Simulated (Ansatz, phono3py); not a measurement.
**HfSiO4 (Hafnon, I4_1/amd): solver, mesh and scattering choices in phono3py**

The second- and third-order constants of HfSiO4 (Hafnon) come from an earlier supercell run; what does phono3py make of them?

Method: DFT LDA, scalar-relativistic, plane waves, PAW; PAW set soft_1, in the first sound run; inputs show where later runs differ, in Ansatz 0.2.0 and phono3py 4.10.0.

## Step 1: Starting point

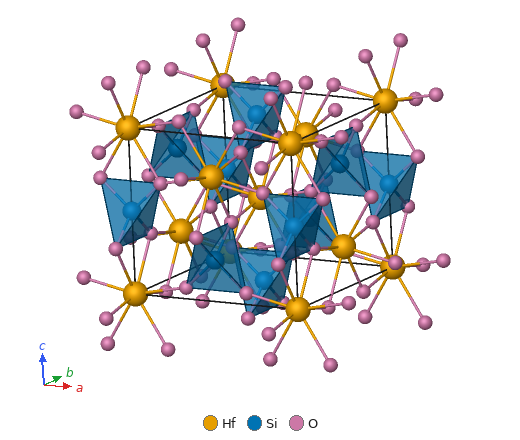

Start, viewed from a free direction; hafnium orange, silicon blue, oxygen pink. This picture shows the conventional cell, with its axes. Some periodic images of atoms are drawn too.

As a file:

```cif
data_structure
_symmetry_space_group_name_H-M 'I4_1/amd:1'
_symmetry_Int_Tables_number 141
_cell_length_a 6.5239
_cell_length_b 6.5239
_cell_length_c 5.9232
_cell_angle_alpha 90.000
_cell_angle_beta 90.000
_cell_angle_gamma 90.000
_cell_volume 252.10
loop_
_atom_site_label
_atom_site_type_symbol
_atom_site_symmetry_multiplicity
_atom_site_Wyckoff_symbol
_atom_site_fract_x
_atom_site_fract_y
_atom_site_fract_z
_atom_site_occupancy
Hf1 Hf 4 a 0.00000 0.50000 0.25000 1
Si1 Si 4 b 0.50000 0.00000 0.25000 1
O1 O 16 h 0.50000 0.31494 0.81806 1
```

## Step 2: Where the constants come from

The input, input.yaml:

```yaml
crystal:
  lattice:
    - [-3.2619649915, 3.2619649915, 2.9616037083]
    - [3.2619649915, -3.2619649915, 2.9616037083]
    - [3.2619649915, 3.2619649915, -2.9616037083]
  atoms:
    - { symbol: Hf, position: [0.75, 0.25, 0.5] }
    - { symbol: Hf, position: [0.0, 0.0, 0.0] }
    - { symbol: Si, position: [0.25, 0.75, 0.5] }
    - { symbol: Si, position: [0.5, 0.5, 0.0] }
    - { symbol: O, position: [0.1330008516, 0.3180574533, 0.8149433983] }
    - { symbol: O, position: [0.0680574533, 0.753114055, 0.6850566017] }
    - { symbol: O, position: [0.503114055, 0.3180574533, 0.1850566017] }
    - { symbol: O, position: [0.0680574533, 0.3830008516, 0.3149433983] }
    - { symbol: O, position: [0.6169991484, 0.9319425467, 0.6850566017] }
    - { symbol: O, position: [0.6819425467, 0.8669991484, 0.1850566017] }
    - { symbol: O, position: [0.246885945, 0.9319425467, 0.3149433983] }
    - { symbol: O, position: [0.6819425467, 0.4968859451, 0.8149433983] }
kpoints:
  mp_grid: { grid: [6, 6, 6] }
hamiltonian:
  xc: lda
  pseudopotentials: { kind: paw, azcp: { folder: soft_1 }, xc_functional: pbe }
scf:
  occupations: { method: fixed }
  lower_state_search: "off"
output:
  eigenvalues: true
phonons:
  method: fd
  dielectric: true
  supercell: [2, 2, 2]
  temperatures: { t_max: 1000, t_step: 50 }
  qpath:
    path:
      - [[0.0, 0.0, 0.0], [0.0, 0.0, 0.5], [-0.5, 0.5, 0.5], [0.0, 0.0, 0.0], [0.45607974, 0.45607974, -0.45607974], [0.25, 0.25, 0.25], [0.0, 0.5, 0.0], [-0.45607974, 0.54392026, 0.45607974], [-0.5, 0.5, 0.5]]
      - [[0.0, 0.0, 0.5], [0.25, 0.25, 0.25]]
    npoints: 10
  third_order: { supercell: [2, 2, 2], pair_cutoff: 2.884 }
  lattice_thermal_conductivity:
    qmesh: [11, 11, 11]
    temperatures: [100.0, 150.0, 200.0, 300.0, 400.0, 500.0, 600.0, 800.0]
    isotope_mass_variance:
      - { species: Hf, variance: 5.254e-05 }
      - { species: O, variance: 3.359e-05 }
      - { species: Si, variance: 0.0002007 }
```

Started as:

```
$ ansatz run input.yaml --threads 18 --pin off --max-ram 92160MiB --backend cuda --events-out ev --progress --plain --runs-dir out --max-vram 78GiB
```

It took 35 min on 1 × NVIDIA GB200 with 18 threads of Arm Neoverse V2, shared host; peak memory 4.6 GiB; 6.3 h of CPU time.

Numbers from this step:

```
highest frequency            : 1122 cm⁻¹
κ at 300 K (relaxation time) : 23.71 W/m/K
κ at 300 K (full solution)   : 23.59 W/m/K
dipole term                  : run
third-order blocks           : 684
```

## Step 3: Relaxation-time solution

The base run: each mode relaxes on its own with natural isotopes, and rates are split into normal and umklapp parts.

This step: DFT LDA, scalar-relativistic, plane waves, PAW; PAW set soft_1; phono3py on Ansatz's force constants (phono3py 4.10.0).

The input, phono3py.yaml:

```yaml
phono3py:
  version: "4.10.0"
  frequency_unit_conversion_factor: 15.633302
  symmetry_tolerance: 1.00000e-05

physical_unit:
  atomic_mass: "AMU"
  length: "angstrom"

space_group:
  type: "I4_1/amd"
  number: 141
  Hall_symbol: "I 4bw 2bw -1bw"

primitive_matrix:
- [  1.000000000000000,  0.000000000000000,  0.000000000000000 ]
- [  0.000000000000000,  1.000000000000000,  0.000000000000000 ]
- [  0.000000000000000,  0.000000000000000,  1.000000000000000 ]

supercell_matrix:
- [   2,   0,   0 ]
- [   0,   2,   0 ]
- [   0,   0,   2 ]

# [primitive_cell block left out]
unit_cell:
  lattice:
  - [    -3.261964991500000,     3.261964991500000,     2.961603708300000 ] # a
  - [     3.261964991500000,    -3.261964991500000,     2.961603708300000 ] # b
  - [     3.261964991500000,     3.261964991500000,    -2.961603708300000 ] # c
  points:
  - symbol: Hf # 1
    coordinates: [  0.750000000000000,  0.250000000000000,  0.500000000000000 ]
    mass: 178.486000
    reduced_to: 1
  - symbol: Hf # 2
    coordinates: [  0.000000000000000,  0.000000000000000,  0.000000000000000 ]
    mass: 178.486000
    reduced_to: 2
  - symbol: Si # 3
    coordinates: [  0.250000000000000,  0.750000000000000,  0.500000000000000 ]
    mass: 28.085000
    reduced_to: 3
  - symbol: Si # 4
    coordinates: [  0.500000000000000,  0.500000000000000,  0.000000000000000 ]
    mass: 28.085000
    reduced_to: 4
  - symbol: O # 5
    coordinates: [  0.133000851600000,  0.318057453293750,  0.814943398306250 ]
    mass: 15.999000
    reduced_to: 5
  - symbol: O # 6
    coordinates: [  0.068057453293750,  0.753114054987500,  0.685056601693750 ]
    mass: 15.999000
    reduced_to: 6
  - symbol: O # 7
    coordinates: [  0.503114054987500,  0.318057453293750,  0.185056601693750 ]
    mass: 15.999000
    reduced_to: 7
  - symbol: O # 8
    coordinates: [  0.068057453293750,  0.383000851600000,  0.314943398306250 ]
    mass: 15.999000
    reduced_to: 8
  - symbol: O # 9
    coordinates: [  0.616999148400000,  0.931942546706250,  0.685056601693750 ]
    mass: 15.999000
    reduced_to: 9
  - symbol: O # 10
    coordinates: [  0.681942546706250,  0.866999148400000,  0.185056601693750 ]
    mass: 15.999000
    reduced_to: 10
  - symbol: O # 11
    coordinates: [  0.246885945012500,  0.931942546706250,  0.314943398306250 ]
    mass: 15.999000
    reduced_to: 11
  - symbol: O # 12
    coordinates: [  0.681942546706250,  0.496885945012500,  0.814943398306250 ]
    mass: 15.999000
    reduced_to: 12

# [supercell block left out]
phonon_supercell_matrix:
- [   2,   0,   0 ]
- [   0,   2,   0 ]
- [   0,   0,   2 ]

# [phonon_primitive_cell block left out]
# [phonon_supercell block left out]
nac:
  born_effective_charge:
  - # 1 (Hf)
    - [  5.281320899829935,  0.000000000000000,  0.000000000000000 ]
    - [  0.000000000000000,  5.281320899829935,  0.000000000000000 ]
    - [  0.000000000000000,  0.000000000000000,  4.580588984355554 ]
  - # 2 (Hf)
    - [  5.281320899829935,  0.000000000000000,  0.000000000000000 ]
    - [  0.000000000000000,  5.281320899829935,  0.000000000000000 ]
    - [  0.000000000000000,  0.000000000000000,  4.580588984355554 ]
  - # 3 (Si)
    - [  3.198317386847020,  0.000000000000000,  0.000000000000000 ]
    - [  0.000000000000000,  3.198317386847019,  0.000000000000000 ]
    - [  0.000000000000000,  0.000000000000000,  4.335170391404212 ]
  - # 4 (Si)
    - [  3.198317386847019,  0.000000000000000,  0.000000000000000 ]
    - [  0.000000000000000,  3.198317386847019,  0.000000000000000 ]
    - [  0.000000000000000,  0.000000000000000,  4.335170391404212 ]
  - # 5 (O)
    - [ -1.149380897597984,  0.000000000000000,  0.000000000000000 ]
    - [  0.000000000000000, -3.090438245740493, -0.331880753428398 ]
    - [  0.000000000000000, -0.167799188004910, -2.228939843939942 ]
  - # 6 (O)
    - [ -3.090438245740493,  0.000000000000000,  0.331880753428398 ]
    - [  0.000000000000000, -1.149380897597984,  0.000000000000000 ]
    - [  0.167799188004910,  0.000000000000000, -2.228939843939942 ]
  - # 7 (O)
    - [ -1.149380897597984,  0.000000000000000,  0.000000000000000 ]
    - [  0.000000000000000, -3.090438245740494,  0.331880753428398 ]
    - [  0.000000000000000,  0.167799188004910, -2.228939843939941 ]
  - # 8 (O)
    - [ -3.090438245740494,  0.000000000000000, -0.331880753428398 ]
    - [  0.000000000000000, -1.149380897597984,  0.000000000000000 ]
    - [ -0.167799188004910,  0.000000000000000, -2.228939843939941 ]
  - # 9 (O)
    - [ -1.149380897597984,  0.000000000000000,  0.000000000000000 ]
    - [  0.000000000000000, -3.090438245740494, -0.331880753428398 ]
    - [  0.000000000000000, -0.167799188004910, -2.228939843939942 ]
  - # 10 (O)
    - [ -3.090438245740493,  0.000000000000000, -0.331880753428398 ]
    - [  0.000000000000000, -1.149380897597984,  0.000000000000000 ]
    - [ -0.167799188004910,  0.000000000000000, -2.228939843939941 ]
  - # 11 (O)
    - [ -1.149380897597984,  0.000000000000000,  0.000000000000000 ]
    - [  0.000000000000000, -3.090438245740493,  0.331880753428398 ]
    - [  0.000000000000000,  0.167799188004910, -2.228939843939942 ]
  - # 12 (O)
    - [ -3.090438245740493,  0.000000000000000,  0.331880753428398 ]
    - [  0.000000000000000, -1.149380897597984,  0.000000000000000 ]
    - [  0.167799188004910,  0.000000000000000, -2.228939843939941 ]
  dielectric_constant:
    - [  3.917501195420815,  0.000000000000000,  0.000000000000000 ]
    - [  0.000000000000000,  3.917501195420815,  0.000000000000000 ]
    - [  0.000000000000000,  0.000000000000000,  4.133100108469955 ]
  unit_conversion_factor: 14.399645
```

Started as:

```
$ phono3py phono3py.yaml --mesh 11 11 11 --br --isotope --nu --ts 100 150 200 300 400 500 600 800
```

What it wrote:

```text
Rust backend (phonors) using rayon (8 threads).
Running in phono3py.load mode.
Spglib version 2.8.0
----------------------------- General settings -----------------------------
Run mode: conductivity-RTA
HDF5 data compression filter: gzip
Crystal structure was read from "phono3py.yaml".
Supercell (dim): [2 2 2]
Phonon supercell (dim-fc2): [2 2 2]
Primitive matrix:
  [1. 0. 0.]
  [0. 1. 0.]
  [0. 0. 1.]
Spacegroup: I4_1/amd (141)
Use -v option to watch primitive cell, unit cell, and supercell structures.
NAC parameters were read from "phono3py.yaml".
fc3 was read from "fc3.hdf5".
fc2 was read from "fc2.hdf5".
----------------------------- Force constants ------------------------------
Max drift of fc3: -0.00000300 (yzy) -0.00000300 (yzy) -0.00000300 (yyz)
Max drift of fc2: -0.00000700 (zy) -0.00000700 (zy)
--------------------------- Calculation settings ---------------------------
Non-analytical term correction (NAC): True
NAC unit conversion factor:  14.39964
BZ integration: Tetrahedron-method
Temperature:  100.0  150.0  200.0  300.0  400.0 ... 800.0
Cutoff frequency: 0.01
Mesh sampling: [ 11 11 11 ]
Generating grid system ... [ 11 11 11 ]
fc3-r2q-transformation over three atoms: True
--------------------------- Phonon calculations ----------------------------
Use NAC by Gonze et al. (no real space sum in current implementation)
  PRB 50, 13035(R) (1994), PRB 55, 10355 (1997)
  G-cutoff distance: 0.83, Number of G-points: 297, Lambda: 0.17
Running harmonic phonon calculations...
-------------------- Lattice thermal conductivity (RTA) --------------------
Running heat capacity calculations...
Running velocity calculations...
Running isotope scattering calculations with tetrahedron method...
======================= Grid point 0 (1/126) =======================
q-point: ( 0.00  0.00  0.00)
Boundary mean free path (millimeter): 1000.000
Mass variance parameters: 5.25e-05 5.25e-05 2.01e-04 2.01e-04 3.36e-05 3.36e-05 3.36e-05 3.36e-05 3.36e-05 3.36e-05 3.36e-05 3.36e-05
Number of triplets: 126
Frequency     group velocity (x, y, z)     |gv|
  -0.004   (   0.000    0.000    0.000)    0.000
  -0.000   (   0.000    0.000    0.000)    0.000
  -0.000   (   0.000    0.000    0.000)    0.000
   3.913   (  -0.000    0.000    0.000)    0.000
   4.836   (   0.000   -0.000   -0.000)    0.000
   4.951   (  -0.000    0.000    0.000)    0.000
   4.951   (  -0.000    0.000    0.000)    0.000
   6.177   (   0.000   -0.000    0.000)    0.000
   6.177   (  -0.000    0.000    0.000)    0.000
   7.364   (   0.000    0.000    0.000)    0.000
   7.597   (   0.000   -0.000    0.000)    0.000
   7.597   (   0.000   -0.000    0.000)    0.000
   7.658   (   0.000   -0.000   -0.000)    0.000
   8.973   (   0.000    0.000    0.000)    0.000
  10.655   (   0.000    0.000    0.000)    0.000
  10.655   (   0.000   -0.000   -0.000)    0.000
[...]
======================= Grid point 1 (2/126) =======================
q-point: ( 0.09  0.00  0.00)
Boundary mean free path (millimeter): 1000.000
Mass variance parameters: 5.25e-05 5.25e-05 2.01e-04 2.01e-04 3.36e-05 3.36e-05 3.36e-05 3.36e-05 3.36e-05 3.36e-05 3.36e-05 3.36e-05
Number of triplets: 366
Frequency     group velocity (x, y, z)     |gv|
[...]
[41 lines left out]
[...]
26.358   (   0.000    0.000    1.970)    1.970
  26.358   (   0.000    0.000    1.970)    1.970
  28.280   (  -0.000   -0.000   -2.101)    2.101
  28.280   (  -0.000   -0.000   -2.101)    2.101
  28.429   (  -0.000   -0.000   -3.672)    3.672
  28.553   (   0.000    0.000    4.612)    4.612
  31.727   (  -0.000   -0.000  -29.621)   29.621
  32.598   (   0.000    0.000   25.893)   25.893
=================== End of collection of collisions ===================
----------- Thermal conductivity (W/m-k) with tetrahedron method -----------
#  T(K)        xx         yy         zz         yz         xz         xy
  100.0     132.548    132.548    112.476      0.000      0.000     -0.000
  150.0      63.109     63.109     54.943      0.000      0.000     -0.000
  200.0      40.803     40.803     36.056      0.000      0.000     -0.000
  300.0      24.221     24.221     21.816      0.000      0.000     -0.000
  400.0      17.463     17.463     15.934      0.000      0.000     -0.000
  500.0      13.748     13.748     12.659      0.000      0.000     -0.000
  600.0      11.372     11.372     10.539      0.000      0.000     -0.000
  800.0       8.481      8.481      7.921      0.000      0.000     -0.000

Thermal conductivity related properties were written into
"kappa-m111111.hdf5".
Summary of calculation was written in "phono3py.yaml".
```

Run time: 7.3 min. Hardware: 8 threads of Intel Xeon Platinum 8375C at 2.90GHz (Ice Lake), shared host; peak memory 0.19 GiB; 48 min of CPU time.

Numbers from this step:

* κ at 300 K: 23.42 W/m/K
* κ xx, yy, zz at 300 K: 24.22, 24.22, 21.82 W/m/K
* normal share of three-phonon scattering at 300 K: 0.508

W/m/K. Kappa, by row:

```
T (K)     xx     yy     zz  yz  xz  xy
  100  132.5  132.5  112.5   0   0   0
  150  63.11  63.11  54.94   0   0   0
  200   40.8   40.8  36.06   0   0   0
  300  24.22  24.22  21.82   0   0   0
  400  17.46  17.46  15.93   0   0   0
  500  13.75  13.75  12.66   0   0   0
  600  11.37  11.37  10.54   0   0   0
  800  8.481  8.481  7.921   0   0   0
```

Lattice thermal conductivity against temperature:

```
temperature (K)  xx (W/m/K)  zz (W/m/K)
            100         132         112
            150        63.1        54.9
            200        40.8        36.1
            300        24.2        21.8
            400        17.5        15.9
            500        13.8        12.7
            600        11.4        10.5
            800        8.48        7.92
```

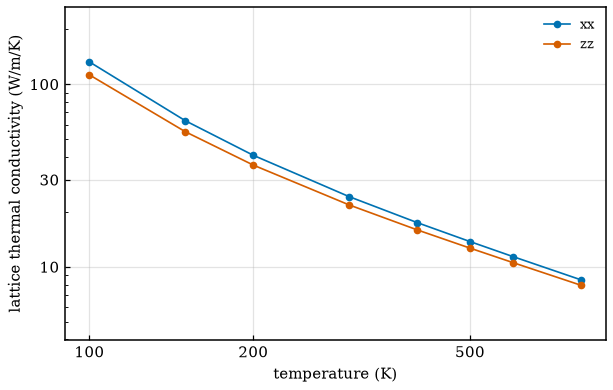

Lattice thermal conductivity, plotted against temperature.

The mean scattering rate at 300 K by frequency:

```
frequency (THz)  normal (1/ps)  umklapp (1/ps)
            0.7        0.00952          0.0017
            2.1         0.0201          0.0152
            3.5         0.0548           0.059
            4.9          0.103             0.1
            6.3          0.161           0.149
            7.7          0.147           0.144
            9.1          0.183           0.177
           10.5          0.409           0.415
           11.9          0.507           0.435
           13.3          0.261           0.234
           14.7          0.636           0.694
           16.1           1.03           0.991
           17.5           1.22           0.321
           18.9          0.701           0.664
           20.3          0.498            0.67
           21.7              -               -
           23.1              -               -
           24.5              -               -
           25.9          0.485           0.491
           27.3          0.351           0.348
           28.7          0.306           0.289
           30.1          0.257           0.227
           31.5          0.524           0.513
           32.9           0.83           0.936
```

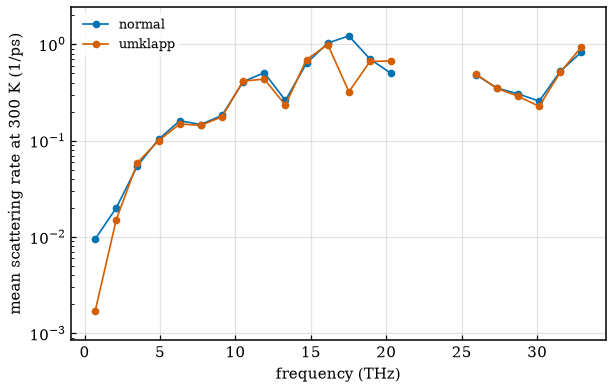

Mean scattering rate at 300 K, plotted against frequency.

The base value at 300 K is 23.4 W/(m K).

The lattice thermal conductivity is 24.2 W/m/K at 300 K (xx), going as T^-1.1 above 200 K; 21.8 W/m/K at 300 K (zz), going as T^-1.1 above 200 K.

## Step 4: Two programs, one set of constants

This step: DFT LDA, scalar-relativistic, plane waves, PAW; PAW set soft_1 (Ansatz 0.2.0).

Ansatz's figure includes its coherence part. Comparison, by row:

```
T (K)  Ansatz RTA (W/m/K)  phono3py RTA (W/m/K)  difference (%)
  100               125.9                 125.8           -0.08
  150               60.52                 60.39           -0.21
  200               39.41                 39.22           -0.48
  300               23.71                 23.42           -1.22
  400               17.32                 16.95           -2.16
  500               13.81                 13.39           -3.09
  600               11.57                 11.09           -4.12
  800               8.834                 8.294           -6.11
```

[end of part 1 of 3]

[Logs are printed without paths, hosts, clocks, repeated set-up lines and the standing remarks that a program may print on its own settings, such as how far it seeks lower states.]

[Hosts, paths, dates, database ids (printed as entryN), source tags and the programs' standing remarks are cut or masked in the printed files.]

[A step with changed settings may run another functional than the one named; its input shows which.]
